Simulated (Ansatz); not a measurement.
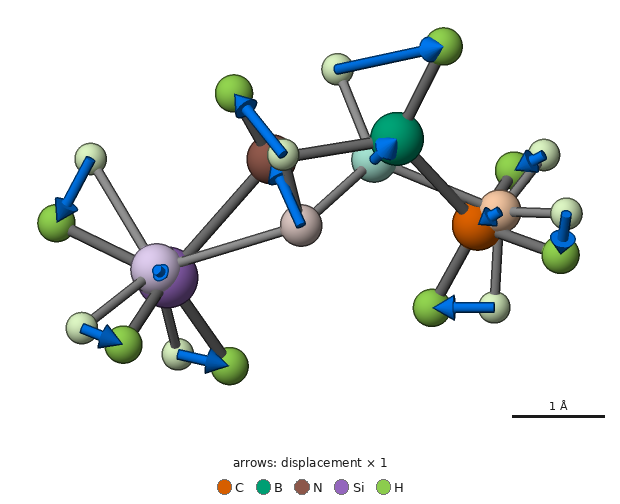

This is a relaxation of CH8BNSi (coarse preliminary run). The starting structure is drawn faded, the final one solid; blue arrows show the displacements, at their true length. The two geometries are superimposed by the best rigid fit.

A ball-and-stick model, seen at a tilt.

The start comes from a force field.

These are results of Ansatz, RKS PBE-D4/def2-SVP, not measurements.

The input:
```yaml
crystal:
  periodic: [false, false, false]
  atoms:
    - {symbol: C, position_ang: [-0.738000, 1.810300, 0.041200]}
    - {symbol: B, position_ang: [-0.150200, 0.526600, 0.618500]}
    - {symbol: N, position_ang: [0.960000, -0.155300, -0.134900]}
    - {symbol: Si, position_ang: [0.533000, -1.807900, -0.527900]}
    - {symbol: H, position_ang: [-1.585900, 2.209000, 0.688900]}
    - {symbol: H, position_ang: [-1.217600, 1.659900, -0.972300]}
    - {symbol: H, position_ang: [0.023500, 2.637800, -0.058900]}
    - {symbol: H, position_ang: [-0.501300, 0.112000, 1.640800]}
    - {symbol: H, position_ang: [1.792600, -0.224000, 0.592200]}
    - {symbol: H, position_ang: [-0.714400, -1.760200, -1.383300]}
    - {symbol: H, position_ang: [0.108500, -2.547000, 0.728800]}
    - {symbol: H, position_ang: [1.566900, -2.516300, -1.199000]}
basis:
  gaussian: {orbitals: def2-SVP}
hamiltonian: {xc: pbe, dispersion: d4}
relax: {f_tol: 0.03, max_steps: 200}
```

Launched with:
```bash
ansatz run in.yaml --threads 2 --pin off --events-out ev --progress --plain --max-ram 4352MiB
```

**What did the optimiser do to the structure, and how much energy did it gain?**

Over 13 accepted moves (14 points after the start) the energy falls by 32.9 kcal/mol. The largest force component goes from 1.9 to 0.022 eV/Å. The line search rejected the trial step at point 10 of the run. The largest move after the best rigid fit is that of H8, 1.80 Å. By element the largest moves are H 1.80 Å, N 0.85 Å, B 0.54 Å, C 0.30 Å, Si 0.22 Å. Some distances before and after: Si4–H12 1.422 → 1.506 Å, B2–N3 1.505 → 1.421 Å, N3–H9 1.108 → 1.026 Å, B2–H8 1.158 → 1.225 Å. Among the angles between lasting bonds that change: B2–N3–Si4 111.1° → 132.0°, B2–N3–H9 104.7° → 114.2°, Si4–N3–H9 105.8° → 113.9°. Groups turn about C1–B2 by about 60°.
